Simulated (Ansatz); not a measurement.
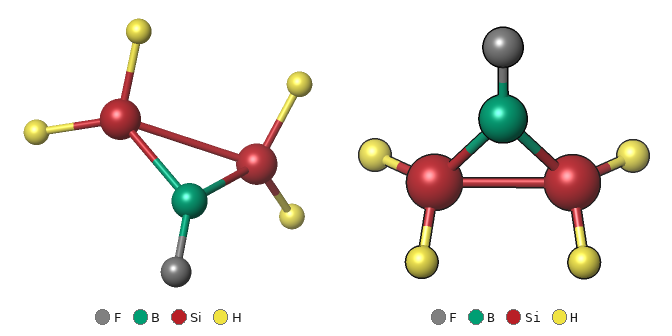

Two views of one molecule.

Description:

Formula BFH4Si2. As SMILES it reads `FB1[SiH2][SiH2]1`. Independent rings (smallest set): 1 of 3 members. Among its groups: Si–H bond. The point group is Cs.

More results for the same structure follow; atom numbers are the same in all pictures, views and colours differ. The computed structure is the end point of a PBE0-D4/def2-TZVP optimisation.

### Levels of theory compared

Program: Ansatz 0.2.0.

Compare dipole (D), HOMO–LUMO gap (eV), HOMO energy (eV) at these levels: B3LYP-D4/def2-TZVPP; PBE-D4/def2-TZVPP; r2SCAN-D4/def2-TZVPP; ωB97M-V/def2-TZVPP.

```json
{"level": "B3LYP-D4/def2-TZVPP", "dipole (D)": "0.90", "HOMO–LUMO gap (eV)": "4.42", "HOMO energy (eV)": "−6.76"}
{"level": "PBE-D4/def2-TZVPP", "dipole (D)": "0.83", "HOMO–LUMO gap (eV)": "2.75", "HOMO energy (eV)": "−5.83"}
{"level": "r2SCAN-D4/def2-TZVPP", "dipole (D)": "0.87", "HOMO–LUMO gap (eV)": "3.10", "HOMO energy (eV)": "−6.03"}
{"level": "ωB97M-V/def2-TZVPP", "dipole (D)": "0.86", "HOMO–LUMO gap (eV)": "8.70", "HOMO energy (eV)": "−8.89"}
```

### Vibrations

Harmonic vibrations computed with RKS PBE0-D4/def2-TZVP (Ansatz 0.2.0) at a stationary point of the same level.

**List the wavenumbers.**

18 modes: 94, 162, 310, 313, 388, 480, 545, 574, 580, 625, 705, 885, 909, 1354, 2209, 2212, 2239, 2249 cm⁻¹.

### Charges

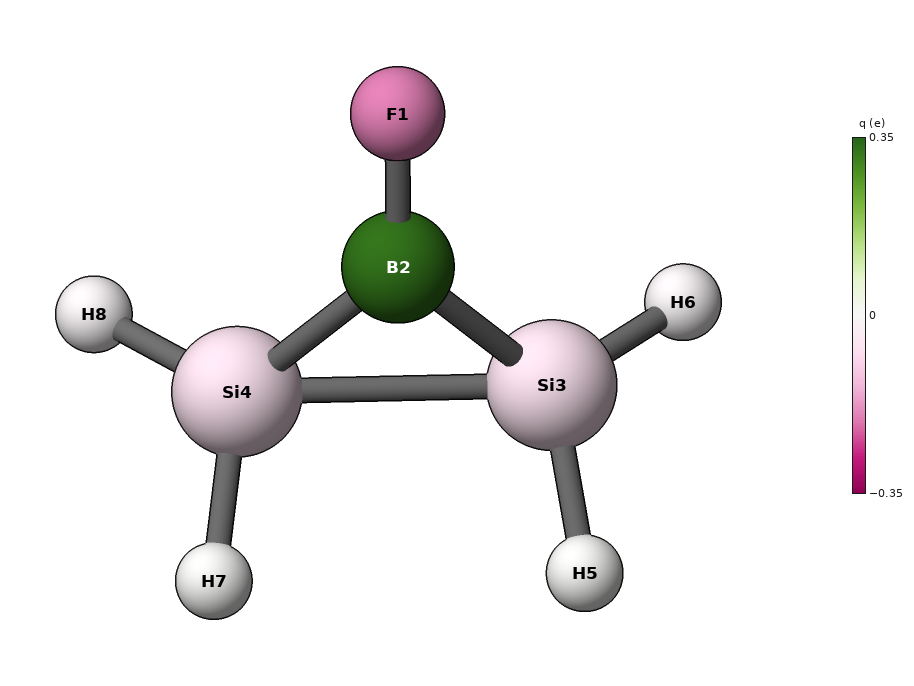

Atoms are coloured by their Mulliken charges. Method: RKS ωB97M-V/def2-TZVPP (Ansatz 0.2.0).

**Which atom carries the highest charge (most positive or least negative)?**

B2 (0.33 e).

**And the lowest?**

F1 (−0.20 e).

Give the Mulliken charges atom by atom.

| atom | value (e) |
| --- | --- |
| F1 | −0.20 |
| B2 | 0.33 |
| Si3 | −0.06 |
| Si4 | −0.06 |
| H5 | 0.00 |
| H6 | −0.01 |
| H7 | 0.00 |
| H8 | −0.01 |

Mulliken values depend strongly on the basis set and can even reverse the polarity of a bond.
